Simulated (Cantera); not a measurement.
Input: 1 mol Si, a varied amount of F2, 5.4 mol N2, equilibrated at 1375 K and 13.3 mbar.

Equilibrium computed with Cantera from the NASA thermochemical tables; the gas is ideal and each condensed phase is pure. Candidate condensed phases: Si, Si3N4; 16 gas species. N2 is the only nitrogen source here; it is nearly inert below about 1500 K, so the nitride shown seldom forms there in practice. The tables' values for SiF3, SiF2 are old estimates; treat these amounts as uncertain. Equilibrium is a limit: real reactors are often held back by kinetics, nucleation or transport.

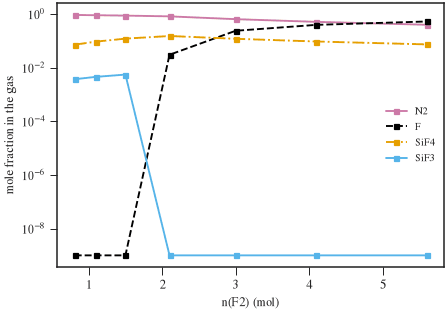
*Equilibrium gas composition (values under 1e-9 drawn at 1e-9)*

From 0.81 mol F2 to 1.5 mol F2 the condensed part is Si3N4(s). From 2.1 mol F2 to 5.6 mol F2 nothing is condensed. The main Si-bearing gas is SiF4 throughout.
